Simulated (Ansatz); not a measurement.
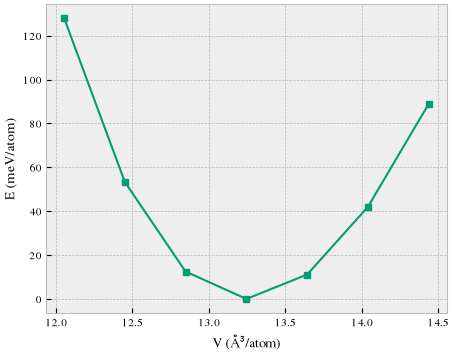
Rh (dhcp (α-La type), P6_3/mmc) under volume change, DFT-LDA in the program Ansatz with PAW potentials, shape and atoms relaxed at each volume.

Question: What does a third-order Birch–Murnaghan fit give for V₀, B₀ and B′?

Answer: V₀ = 13.24 Å³/atom, B₀ = 316 GPa, B′ = 5.1.

The workflow started from a Materials Project entry (that database holds measured and hypothetical structures alike); the Crystallography Open Database copy checked does not list it. It is not the phase usual at ambient conditions (space group No. 225). The cell was relaxed with LDA under the symmetry of its start; whether a distortion lowers the energy is not shown. No spin polarisation was allowed.

Potentials: the later of the program's two PAW sets.
